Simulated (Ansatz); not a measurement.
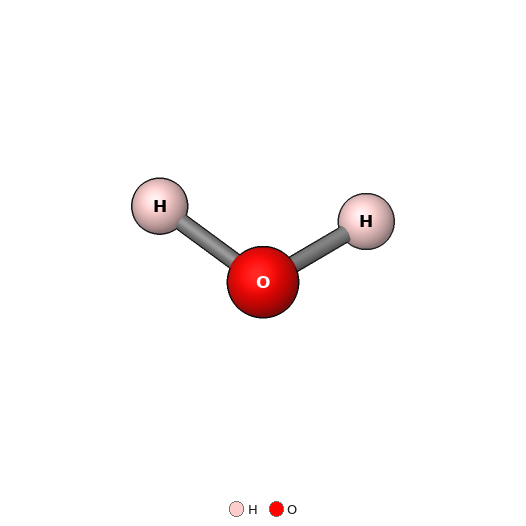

Ball-and-stick drawing of a structure.

The computed structure is the end point of a PBE0-D4/def2-TZVP optimisation.

> Give the formula.

H2O, 3 atoms: 2 hydrogen and 1 oxygen.

> Count the bonded pairs by element.

2 O–H. Sticks follow a distance rule.

> Which point group does it belong to?

C2v.

More results for the same structure follow; atom numbers are the same in all pictures, views and colours differ.

Shape

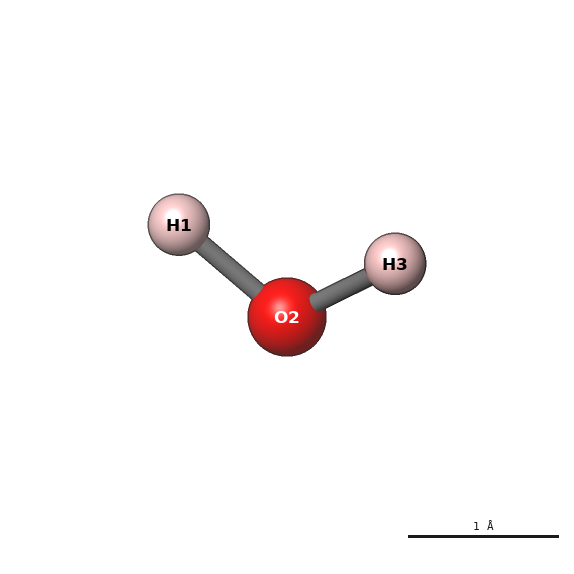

The atoms are numbered.

Estimate the angles H1–O2–H3.

```json
{"angle": "H1–O2–H3", "degrees": "105.1"}
```

Vibrations

Harmonic vibrations computed with RKS PBE0-D4/def2-TZVP (Ansatz 0.2.0) at a stationary point of the same level.

> How many vibrational modes are there, and where do they lie?

3 modes: 1623, 3852, 3959 cm⁻¹.

Electronic properties

Properties computed with RKS PBE0-D4/def2-TZVPP (Ansatz 0.2.0).

What does the calculation give?

- HOMO energy (Kohn–Sham orbital): −8.90 eV
- LUMO energy (Kohn–Sham orbital): 0.85 eV
- HOMO–LUMO gap: 9.75 eV

Dipole moment

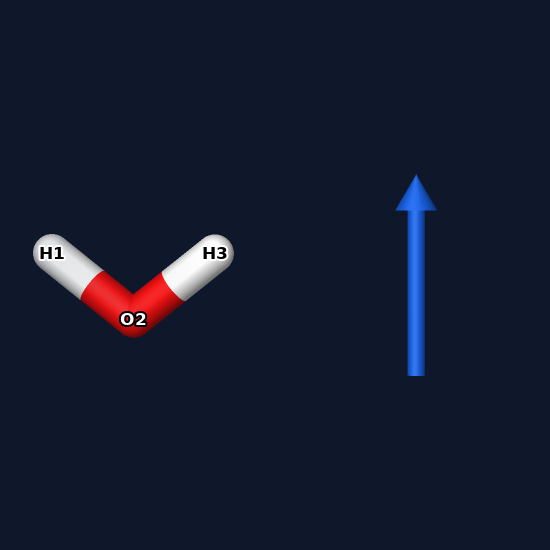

The arrow beside the molecule shows the direction of the dipole moment, from the negative to the positive end (its length means nothing). Level of theory: RKS PBE0-D4/def2-TZVP (Ansatz 0.2.0).

> How large is the dipole moment?

2.07 D; it points from the side of O2 to the side of H1, H3 (the outermost atoms at the two ends).
